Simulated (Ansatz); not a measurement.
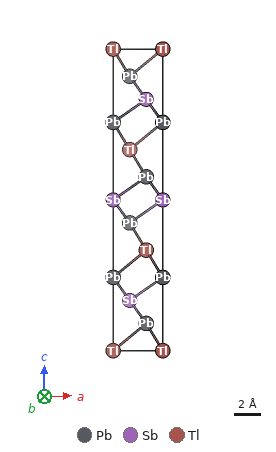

Starting structure of a crystal of TlSbPb$_{2}$ (a generated structure, set up in R-3m). The picture is a ball-and-stick view of the conventional cell (3 times the calculation's cell), seen along the b axis. Lengths and directions refer to the drawn axes.

The start is a swapped structure.

Level of theory: DFT, PAW plane waves, PBE in Ansatz.

The input:
```yaml
crystal:
  lattice:
    - [2.205292, 3.819676, 0.0]
    - [-2.205292, 3.819676, 0.0]
    - [0.0, -2.546447, 7.742365]
  atoms:
    - { symbol: Pb, position: [0.243, 0.243, 0.729] }
    - { symbol: Pb, position: [0.757, 0.757, 0.271] }
    - { symbol: Sb, position: [0.5, 0.5, 0.5] }
    - { symbol: Tl, position: [0.0, 0.0, 0.0] }
  symmetry: { tolerance: 0.0003 }
kpoints:
  mp_grid: { grid: [7, 7, 7], shift: [0, 0, 0] }
magnetization:
  spin_polarized: false
scf:
  occupations: { method: fermi_dirac }
  lower_state_search: "off"
hamiltonian:
  pseudopotentials: { kind: paw }
  xc: pbe
basis:
  ecutwfc: 420
  fft_grid_basis: typed
relax:
  max_steps: 40
  cell: { p_target: 0.0 }
  f_tol: 0.03
output:
  forces: true
  stress: true
  eigenvalues: true
  bader: true
  populations: true
  elf: true
  write_potential: true
  volumetric_format: npy
  dos:
    e_range: [-12, 8]
    de: 0.05
    projected: { site_lists: { Pb: [Pb], Sb: [Sb], Tl: [Tl] } }
  write_density: true
checkpoint:
  read: saved_state
```

Command:
```bash
ansatz run input.yaml --threads 2 --pin off --max-ram 3584MiB --backend cpu --events-out ev --progress --plain --runs-dir out
```

Q: What does the optimiser find from here?

A: The largest moves relative to the cell, 0.046 Å, are those of Pb1 and Pb2. Pb2 goes along +c. Tl and Sb stay in place. The volume changes by +4.8 %, with a = b 4.411 → 4.350 Å (−1.4 %), c 23.227 → 25.019 Å (+7.7 %). Near-neighbour distances that change, for instance: Pb1–Tl4 3.300 → 3.409 Å, Pb1–Sb3 3.103 → 3.128 Å. Among the angles between lasting bonds that change: Pb1–Tl4–Pb2 96.1° → 100.7°, Tl4–Pb2–Tl4 83.9° → 79.3°, Pb1–Tl4–Pb1 83.9° → 79.3°. The space group stays R-3m (No. 166). After 5 accepted moves (6 points after the start) the energy has fallen by 13.4 meV per atom. Largest force component: 0.081 eV/Å at the start, 0.00069 eV/Å at the end. The pressure goes from 1.58 to 0.01 GPa. At 1 point the geometry stayed and the basis and grid were re-selected for the new cell (energy shift of 0.2 meV per atom at most each time).

Final geometry:

```
Pb Sb Tl
1.0
     2.17500    3.76721    0.00000
    -2.17500    3.76721    0.00000
     0.00000   -2.51147    8.33956
Pb Sb Tl
2 1 1
Cartesian
  0.0000 0.0000 6.0337
  0.0000 5.0230 2.3058
  0.0000 2.5115 4.1698
  0.0000 -2.5115 8.3396
```

The end point in the same view:

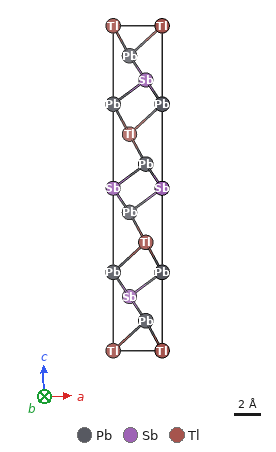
